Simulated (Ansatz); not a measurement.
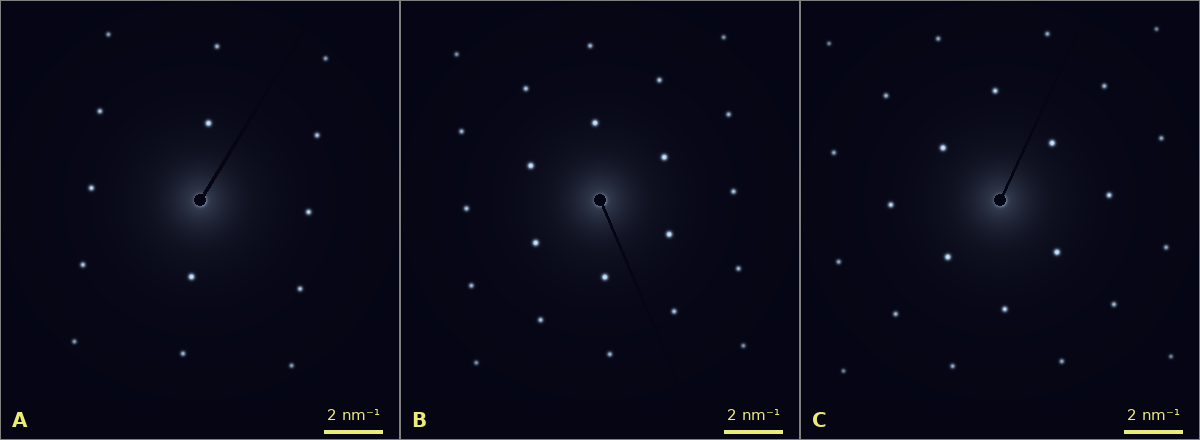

Kinematic zone-axis patterns, calculated for 120 keV electrons with B = 0.5 Å².

All three come from K, space group Im-3m (No. 229), a = 5.230 Å. Structure: the input geometry of an electronic-structure calculation (not necessarily at equilibrium).

### Assign the zone axes [001], [110], [111] to A, B and C.

A is [110]: rectangular net of 1 -1 0 at d = 3.70 Å and 0 0 2 at d = 2.62 Å, at 90.0°. B is [111]: hexagonal net of -1 1 0 at d = 3.70 Å and -1 0 1 at d = 3.70 Å, at 60.0°. C is [001]: square net of 1 -1 0 at d = 3.70 Å and 1 1 0 at d = 3.70 Å, at 90.0°.
